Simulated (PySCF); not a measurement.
# C₅H₁₀O: excited states, first hyperpolarisability

What do calculations give for the excited states, first hyperpolarisability of C₅H₁₀O (`CC[C@]1(C)CO1`)?

Programs: PySCF 2.14.0, with routines of our own; each step states its level. All values are computed. Atoms count from 0.

## 1. The starting structure

16 atoms, charge 0, multiplicity 1; geometry from: GFN2-xTB.

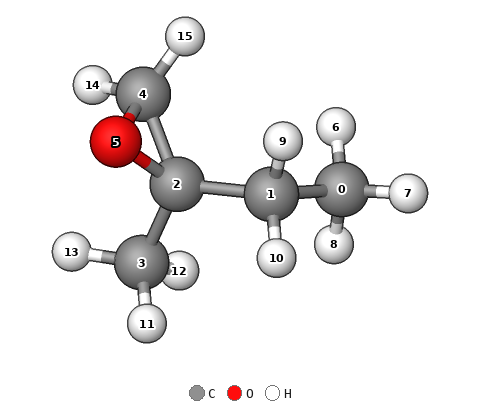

The starting geometry (carbon grey, oxygen red, hydrogen white).

## 2. Relaxing the molecule at PBE0-D3(BJ)/def2-SVP

The job: settings as JSON, then the geometry in Å.

```
{"job": {"xc": "PBE0", "basis": "def2-SVP", "d3": "d3bj", "grid": 2, "kind": "geom"}, "charge": 0, "multiplicity": 1}
C      1.732069    -0.045672    -0.670112
C      0.900552    -0.436988     0.547771
C     -0.552063    -0.016006     0.411694
C     -1.375388    -0.796535    -0.588903
C     -0.916531     1.373657     0.708522
O     -1.204111     0.335091     1.604993
H      1.675471     1.026746    -0.843282
H      2.773329    -0.315640    -0.512702
H      1.378897    -0.556809    -1.561903
H      1.311147     0.035738     1.442000
H      0.943700    -1.518289     0.695261
H     -1.314164    -1.860852    -0.372640
H     -1.011163    -0.618939    -1.597782
H     -2.417155    -0.492409    -0.531206
H     -1.775793     1.821184     0.221734
H     -0.156395     2.074668     1.035145
```

Launch:

```
$ OMP_NUM_THREADS=1 python excited_run.py task.json out
```

The driver reads the jobs from task.json and runs them one after another.

What it wrote:

```text
step   0  E = -271.23323989  max force = 0.011166
step   1  E = -271.23513502  max force = 0.001735
step   2  E = -271.23516240  max force = 0.000625
step   3  E = -271.23517172  max force = 0.000397
optimisation converged
```

Wall time 29 s (1 thread of Arm Neoverse V2, shared host); peak memory 0.72 GiB.

Relaxation path:

```csv
step,energy from step 0 (eV),largest force component (eV/Å)
0,0.0000,0.5742
1,-0.0516,0.0892
2,-0.0523,0.0321
3,-0.0526,0.0204
```

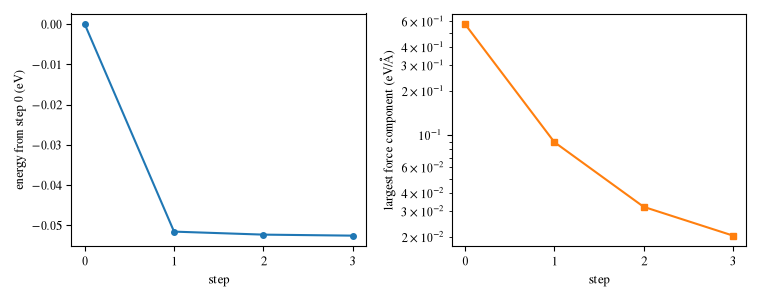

Energy and force, step by step.

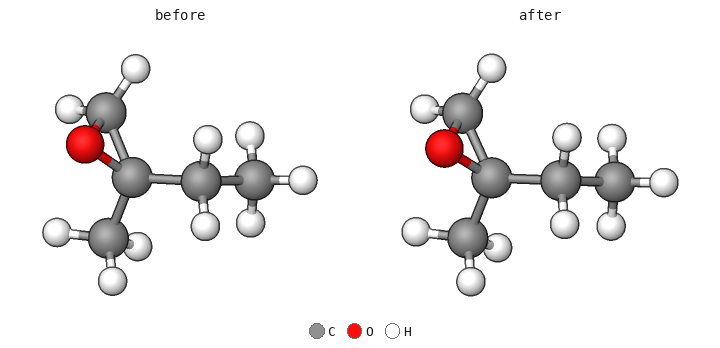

The geometry before (left) and after (right).

Close pairs (by a distance rule), those that changed most:

```
  bond  before (Å)  after (Å)  change (Å)
 C2–O5       1.404      1.420      +0.015
C4–H15       1.084      1.098      +0.014
 C0–H8       1.087      1.101      +0.014
C4–H14       1.084      1.098      +0.014
 C0–H6       1.088      1.101      +0.014
C3–H11       1.088      1.101      +0.013
C3–H12       1.087      1.100      +0.013
 C0–H7       1.087      1.100      +0.013
```

The final coordinates are the input of the step that follows.

| at the end point | value |
| --- | --- |
| point group (found at 0.08 Å tolerance) | C1 |
| rotational constants (GHz, main isotopes) | 5.436, 2.830, 2.355 |
| dipole moment (D) | 1.95 |

## 3. Excited states: TDA wB97X-D/def2-TZVPD

The job: settings as JSON, then the geometry in Å.

```
{"job": {"kind": "states", "xc": "wB97X-D", "basis": "def2-TZVPD", "tda": true, "soc": true, "nstates": 6, "ntriplets": 5, "nquad": 4}, "charge": 0, "multiplicity": 1}
C      1.785808    -0.079892    -0.512999
C      0.947593    -0.412292     0.712783
C     -0.507696    -0.019680     0.585646
C     -1.332905    -0.784213    -0.416249
C     -0.912739     1.334784     0.978101
O     -1.160062     0.231311     1.821476
H      1.753753     0.997674    -0.738141
H      2.839002    -0.357188    -0.358925
H      1.434593    -0.615708    -1.408152
H      1.349321     0.094755     1.603797
H      0.998969    -1.493977     0.925604
H     -1.293688    -1.862904    -0.197937
H     -0.963634    -0.631725    -1.441490
H     -2.382739    -0.463917    -0.372001
H     -1.796993     1.793307     0.515926
H     -0.154733     2.046609     1.332098
```

Method: TDA wB97X-D/def2-TZVPD excited states, vertical, gas phase, spin-orbit mean-field couplings.

What it wrote:

```text
coarse grid: 12720 points
cycle   1  E = -271.6846268723  dE =  9.009e-01  |g| = 6.552e-01  |ddm| = 6.558e+00
cycle   2  E = -271.6432688139  dE =  4.136e-02  |g| = 8.620e-01  |ddm| = 2.931e+00
cycle   3  E = -271.7685751408  dE = -1.253e-01  |g| = 6.356e-02  |ddm| = 8.685e-01
cycle   4  E = -271.7693054739  dE = -7.303e-04  |g| = 2.655e-02  |ddm| = 2.188e-01
cycle   5  E = -271.7694702698  dE = -1.648e-04  |g| = 4.945e-03  |ddm| = 1.165e-01
cycle   6  E = -271.7694765354  dE = -6.266e-06  |g| = 1.107e-03  |ddm| = 2.357e-02
final grid: 120968 points
cycle   7  E = -271.7555760486  dE = -2.167e-04  |g| = 4.211e-03  |ddm| = 9.728e-01
cycle   8  E = -271.7555795119  dE = -3.463e-06  |g| = 2.376e-03  |ddm| = 9.301e-02
cycle   9  E = -271.7555805227  dE = -1.011e-06  |g| = 1.077e-03  |ddm| = 1.171e-02
cycle  10  E = -271.7555807401  dE = -2.174e-07  |g| = 4.253e-04  |ddm| = 6.203e-03
cycle  11  E = -271.7555807723  dE = -3.222e-08  |g| = 6.176e-05  |ddm| = 1.140e-03
cycle  12  E = -271.7555807735  dE = -1.135e-09  |g| = 2.205e-05  |ddm| = 3.515e-04
cycle  13  E = -271.7555807736  dE = -1.329e-10  |g| = 6.404e-06  |ddm| = 1.000e-04
converged SCF energy = -271.7555807736

Singlet excitations
state   eV       nm        f     d(h-e)  d(exc)  Lambda  PR(NTO)  |dmu|/D   mu/D   main configurations
  1   7.4990   165.3   0.00065   0.368   3.676   0.215   1.021    2.915    4.572   H->L 0.65, H->L+1 0.19
  2   7.8500   157.9   0.01952   1.204   3.468   0.231   1.025    3.640    2.873   H->L+1 0.32, H->L+3 0.18, H->L 0.15
  3   8.0622   153.8   0.03759   0.896   3.875   0.258   1.054    3.459    2.843   H-1->L 0.85
  4   8.2970   149.4   0.02206   0.595   3.831   0.222   1.045    1.060    2.143   H->L+2 0.48, H->L+3 0.21, H->L+5 0.13
  5   8.3478   148.5   0.01334   0.785   3.973   0.224   1.113                     H->L+3 0.38, H->L+2 0.26
  6   8.5609   144.8   0.08347   0.356   3.612   0.267   1.065                     H-1->L+1 0.57, H-1->L+3 0.17, H-1->L+4 0.09

Triplet excitations (Tamm-Dancoff)
state   eV     d(h-e)  d(exc)  Lambda  PR(NTO)   main configurations
  1   7.4243   0.506   3.416   0.224   1.025   H->L 0.42, H->L+1 0.32
  2   7.5777   1.693   3.431   0.233   1.026   H->L 0.36, H->L+4 0.13, H->L+1 0.12
  3   7.9441   0.609   3.781   0.262   1.073   H-1->L 0.81
  4   8.0493   0.582   2.903   0.305   1.034   H-1->L+1 0.25, H-1->L+3 0.18
  5   8.2022   0.633   3.562   0.247   1.075   H->L+3 0.42, H->L+1 0.12
S1 - T1 = 0.0747 eV

Spin-orbit couplings |<S|Hso|T>| (cm-1)
             T1       T2       T3       T4       T5
S0       13.546   31.122    4.555   17.553   25.656
S1        1.210    3.053   29.249    7.306    6.381
S2        2.576    1.370    7.521   30.221    4.607
S3       23.812   19.448    0.448    3.536    1.827
S4        0.998    7.968    0.703    2.079    1.837
S5        1.713    6.568    2.332    2.598    2.056
S6       22.284   22.599    1.606    2.604    3.535
T1 sublevels (cm-1): 0.000 0.004 0.049   radiative rates (1/s): 639 20.5 4.08e+03
```

Wall time 73 s (1 thread of Arm Neoverse V2, shared host); peak memory 1.1 GiB.

From this job:

```csv
quantity,value
S1 less T1,0.07 eV
```

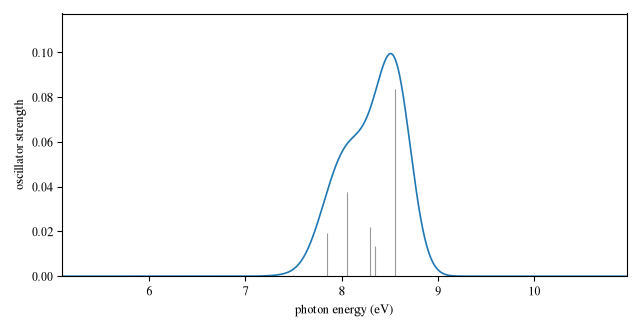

Absorption lines of the singlets. Lines are broadened to a width of 0.40 eV (Gaussian).

## 4. Excited states: TDDFT CAM-B3LYP/def2-TZVPD

The job, as its differences from that of step 3:

```diff
@@ -1,2 +1,2 @@
-{"job": {"kind": "states", "xc": "wB97X-D", "basis": "def2-TZVPD", "tda": true, "soc": true, "nstates": 6, "ntriplets": 5, "nquad": 4}, "charge": 0, "multiplicity": 1}
+{"job": {"kind": "states", "xc": "CAM-B3LYP", "basis": "def2-TZVPD", "tpa": true, "nstates": 8, "nquad": 6, "ntriplets": 0}, "charge": 0, "multiplicity": 1}
 C      1.785808    -0.079892    -0.512999
```

Level: TDDFT CAM-B3LYP/def2-TZVPD excited states, vertical, gas phase, two-photon moments by quadratic response.

What it wrote:

```text
coarse grid: 12720 points
cycle   1  E = -271.6233244641  dE =  8.445e-01  |g| = 6.589e-01  |ddm| = 4.401e+00
cycle   2  E = -271.5596100152  dE =  6.371e-02  |g| = 9.276e-01  |ddm| = 2.193e+00
cycle   3  E = -271.7076842692  dE = -1.481e-01  |g| = 8.353e-02  |ddm| = 9.844e-01
cycle   4  E = -271.7088560776  dE = -1.172e-03  |g| = 3.492e-02  |ddm| = 1.820e-01
cycle   5  E = -271.7091382549  dE = -2.822e-04  |g| = 5.285e-03  |ddm| = 8.113e-02
cycle   6  E = -271.7091445647  dE = -6.310e-06  |g| = 1.494e-03  |ddm| = 1.381e-02
final grid: 120968 points
cycle   7  E = -271.7038937652  dE = -5.541e-05  |g| = 4.554e-03  |ddm| = 3.943e-01
cycle   8  E = -271.7038934689  dE =  2.964e-07  |g| = 4.843e-03  |ddm| = 2.783e-02
cycle   9  E = -271.7038983557  dE = -4.887e-06  |g| = 8.399e-04  |ddm| = 7.451e-03
cycle  10  E = -271.7038984610  dE = -1.053e-07  |g| = 3.062e-04  |ddm| = 1.645e-03
cycle  11  E = -271.7038984784  dE = -1.735e-08  |g| = 5.615e-05  |ddm| = 7.752e-04
cycle  12  E = -271.7038984791  dE = -6.913e-10  |g| = 1.591e-05  |ddm| = 1.089e-04
converged SCF energy = -271.7038984791

Singlet excitations
state   eV       nm        f     d(h-e)  d(exc)  Lambda  PR(NTO)  |dmu|/D   mu/D   delta(TPA)   sigma/GM   main configurations
  1   7.3166   169.5   0.00076   0.456   3.757   0.223   1.019    1.832    3.284       32.52      0.638   H->L 0.72, H->L+1 0.14
  2   7.6437   162.2   0.01784   1.080   3.490   0.241   1.024    2.989    2.382        7.43      0.159   H->L+1 0.37, H->L+4 0.17, H->L+3 0.15
  3   7.8297   158.4   0.03228   0.977   3.909   0.268   1.036    3.574    2.560       22.68      0.509   H-1->L 0.88
  4   8.0819   153.4   0.01464   0.803   3.929   0.229   1.037    1.633    1.906       24.55      0.587   H->L+2 0.45, H->L+3 0.29
  5   8.1170   152.7   0.01554   0.891   4.026   0.235   1.078    2.468    2.675        3.34      0.081   H->L+2 0.33, H->L+3 0.33, H->L+1 0.11
  6   8.3235   149.0   0.07578   0.306   3.617   0.279   1.039    1.751    3.533       29.11      0.739   H-1->L+1 0.59, H-1->L+3 0.15, H-1->L+4 0.11
  7   8.5817   144.5   0.00446   0.507   3.909   0.267   1.094                                            H-1->L+3 0.53, H-1->L+2 0.25
  8   8.6065   144.1   0.01180   0.561   3.291   0.276   1.094                                            H->L+5 0.27, H->L+7 0.23, H->L+6 0.09
```

It took 97 s on 1 thread of Arm Neoverse V2, shared host; peak memory 1.2 GiB.

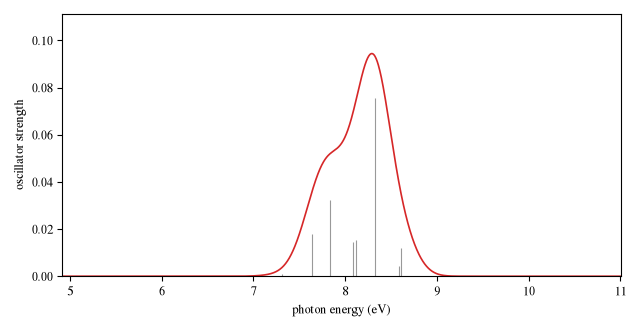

Absorption lines of the singlets. Lines are broadened to a width of 0.40 eV (Gaussian).

## 5. First hyperpolarisability: quadratic response CAM-B3LYP/def2-TZVPD

The job, as its differences from that of step 4:

```diff
@@ -1,2 +1,2 @@
-{"job": {"kind": "states", "xc": "CAM-B3LYP", "basis": "def2-TZVPD", "tpa": true, "nstates": 8, "nquad": 6, "ntriplets": 0}, "charge": 0, "multiplicity": 1}
+{"job": {"kind": "beta", "xc": "CAM-B3LYP", "basis": "def2-TZVPD"}, "charge": 0, "multiplicity": 1}
 C      1.785808    -0.079892    -0.512999
```

Method: quadratic response CAM-B3LYP/def2-TZVPD first hyperpolarisability, Taylor convention, gas phase.

What it wrote:

```text
coarse grid: 12720 points
cycle   1  E = -271.6233244641  dE =  8.445e-01  |g| = 6.589e-01  |ddm| = 4.401e+00
cycle   2  E = -271.5596100152  dE =  6.371e-02  |g| = 9.276e-01  |ddm| = 2.193e+00
cycle   3  E = -271.7076842692  dE = -1.481e-01  |g| = 8.353e-02  |ddm| = 9.844e-01
cycle   4  E = -271.7088560776  dE = -1.172e-03  |g| = 3.492e-02  |ddm| = 1.820e-01
cycle   5  E = -271.7091382549  dE = -2.822e-04  |g| = 5.285e-03  |ddm| = 8.113e-02
cycle   6  E = -271.7091445647  dE = -6.310e-06  |g| = 1.494e-03  |ddm| = 1.381e-02
final grid: 120968 points
cycle   7  E = -271.7038937652  dE = -5.541e-05  |g| = 4.554e-03  |ddm| = 3.943e-01
cycle   8  E = -271.7038934689  dE =  2.964e-07  |g| = 4.843e-03  |ddm| = 2.783e-02
cycle   9  E = -271.7038983557  dE = -4.887e-06  |g| = 8.399e-04  |ddm| = 7.451e-03
cycle  10  E = -271.7038984610  dE = -1.053e-07  |g| = 3.062e-04  |ddm| = 1.645e-03
cycle  11  E = -271.7038984784  dE = -1.735e-08  |g| = 5.615e-05  |ddm| = 7.752e-04
cycle  12  E = -271.7038984791  dE = -6.913e-10  |g| = 1.591e-05  |ddm| = 1.089e-04
converged SCF energy = -271.7038984791

Lowest singlets (eV, f): 7.3166 0.0008  7.6437 0.0178  7.8297 0.0323

First hyperpolarisability (au)
process     nm      |vector|   parallel      HRS      DR
static         -       68.12     -37.39      26.63   6.238
shg       1907.0       69.50     -37.95       27.2   6.196
eope      1907.0       68.57     -37.58          -       -
shg       1064.0       72.74     -39.21      28.57   6.093
eope      1064.0       69.60     -37.99          -       -
```

Wall time 68 s (1 thread of Arm Neoverse V2, shared host); peak memory 1.2 GiB.

## 6. Excited states: TDA wB97X-D/def2-TZVPD in tetrahydrofuran

The job, as its differences from that of step 5:

```diff
@@ -1,2 +1,2 @@
-{"job": {"kind": "beta", "xc": "CAM-B3LYP", "basis": "def2-TZVPD"}, "charge": 0, "multiplicity": 1}
+{"job": {"kind": "states", "xc": "wB97X-D", "basis": "def2-TZVPD", "tda": true, "soc": true, "nstates": 6, "ntriplets": 5, "nquad": 4, "solvent": "tetrahydrofuran"}, "charge": 0, "multiplicity": 1}
 C      1.785808    -0.079892    -0.512999
```

Method: TDA wB97X-D/def2-TZVPD excited states, vertical, IEF-PCM tetrahydrofuran (non-equilibrium response), spin-orbit mean-field couplings.

What it wrote:

```text
coarse grid: 12720 points
cycle   1  E = -271.6964441783  dE =  8.894e-01  |g| = 6.357e-01  |ddm| = 6.581e+00
cycle   2  E = -271.6700065276  dE =  2.644e-02  |g| = 7.943e-01  |ddm| = 2.973e+00
cycle   3  E = -271.7738438340  dE = -1.038e-01  |g| = 5.675e-02  |ddm| = 7.938e-01
cycle   4  E = -271.7744279836  dE = -5.841e-04  |g| = 2.478e-02  |ddm| = 2.221e-01
cycle   5  E = -271.7745679734  dE = -1.400e-04  |g| = 4.444e-03  |ddm| = 1.066e-01
cycle   6  E = -271.7745731393  dE = -5.166e-06  |g| = 8.283e-04  |ddm| = 2.343e-02
final grid: 120968 points
cycle   7  E = -271.7606519921  dE = -2.173e-04  |g| = 4.188e-03  |ddm| = 9.556e-01
cycle   8  E = -271.7606555088  dE = -3.517e-06  |g| = 2.271e-03  |ddm| = 9.391e-02
cycle   9  E = -271.7606564125  dE = -9.037e-07  |g| = 1.045e-03  |ddm| = 1.280e-02
cycle  10  E = -271.7606566147  dE = -2.022e-07  |g| = 3.940e-04  |ddm| = 6.373e-03
cycle  11  E = -271.7606566424  dE = -2.763e-08  |g| = 5.301e-05  |ddm| = 1.213e-03
cycle  12  E = -271.7606566434  dE = -1.024e-09  |g| = 1.569e-05  |ddm| = 4.734e-04
cycle  13  E = -271.7606566435  dE = -7.913e-11  |g| = 5.669e-06  |ddm| = 1.135e-04
converged SCF energy = -271.7606566435

Singlet excitations
state   eV       nm        f     d(h-e)  d(exc)  Lambda  PR(NTO)  |dmu|/D   mu/D   main configurations
  1   7.5226   164.8   0.00657   0.964   3.432   0.232   1.017    6.495    8.969   H->L 0.54, H->L+1 0.34
  2   8.0242   154.5   0.02079   1.662   3.702   0.233   1.049    6.059    4.473   H->L+1 0.32, H->L 0.30, H->L+3 0.15
  3   8.1484   152.2   0.08170   0.520   3.822   0.267   1.087    3.185    5.389   H-1->L 0.82
  4   8.4376   146.9   0.05586   0.303   3.703   0.239   1.496    1.196    3.269   H->L+2 0.57, H->L+5 0.14, H-1->L+1 0.11
  5   8.4848   146.1   0.01482   0.704   3.867   0.223   1.180                     H->L+3 0.67
  6   8.5052   145.8   0.02516   0.522   3.673   0.263   1.545                     H-1->L+1 0.54, H->L+2 0.12

Triplet excitations (Tamm-Dancoff)
state   eV     d(h-e)  d(exc)  Lambda  PR(NTO)   main configurations
  1   7.3941   1.012   3.214   0.239   1.015   H->L+1 0.44, H->L 0.34
  2   7.8328   1.747   3.632   0.234   1.041   H->L 0.48, H->L+1 0.13, H->L+3 0.13
  3   7.9761   0.889   3.404   0.289   1.066   H-1->L 0.46, H-1->L+1 0.25
  4   8.1623   1.440   3.438   0.286   1.054   H-1->L 0.40, H-1->L+1 0.17, H-1->L+3 0.12
  5   8.3370   0.630   3.389   0.255   1.081   H->L+2 0.31, H->L+3 0.15, H->L+4 0.10
S1 - T1 = 0.1285 eV

Spin-orbit couplings |<S|Hso|T>| (cm-1)
             T1       T2       T3       T4       T5
S0       14.951   26.579    6.855   15.149   29.959
S1        1.138    3.080   30.319    3.598    4.555
S2        3.300    1.755    4.988   28.745    6.625
S3       25.677   16.746    1.998    3.661    1.857
S4        7.758   17.011    0.751    2.181    1.645
S5        1.337    6.996    2.904    1.134    1.423
S6       19.778   16.824    3.261    1.296    3.518
T1 sublevels (cm-1): 0.000 0.001 0.050   radiative rates (1/s): 2.44 504 5.45e+03
```

Wall time 75 s (1 thread of Arm Neoverse V2, shared host); peak memory 1.2 GiB.

From this job:

```
  quantity    value
S1 less T1  0.13 eV
```

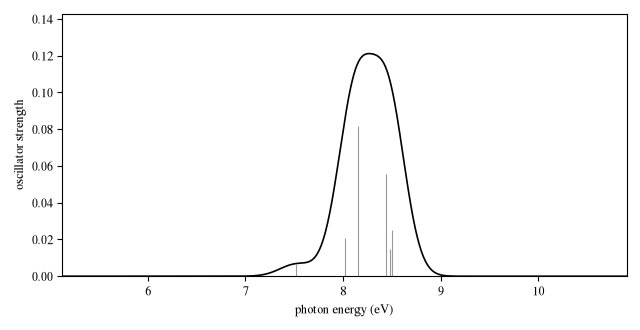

Absorption lines of the singlets. Lines are broadened to a width of 0.40 eV (Gaussian).

## 7. What came out

| quantity | value |
| --- | --- |
| point group | C1 |
| rotational constants (main isotopes) | 5.44, 2.83, 2.35 GHz |
| S1 less T1 (step 3, TDA wB97X-D/def2-TZVPD) | 0.07 eV |
| β vector (step 5, quadratic response CAM-B3LYP/def2-TZVPD) | static 68, SHG 1907.0 nm 70, SHG 1064.0 nm 73 au |
| S1 less T1 (step 6, TDA wB97X-D/def2-TZVPD in tetrahydrofuran) | 0.13 eV |

In words: The optimisation took 3 steps and gained 0.053 eV; among the close pairs (by a distance rule), C2–O5 changed most, from 1.404 to 1.420 Å. In step 3, the number of triplets below S1 is 1, and the largest singlet-triplet spin-orbit coupling is S0–T2, 31.12 cm⁻¹. β grows from 68 au (static) to 73 au for doubling at 1064.0 nm: normal dispersion, which grows as twice the photon energy moves toward the bright states. In step 6, the number of triplets below S1 is 1, and the largest singlet-triplet spin-orbit coupling is S1–T3, 30.32 cm⁻¹. The orbital labels of the leading configurations differ from run to run, so check that S1 and T1 are the same states before comparing rows.
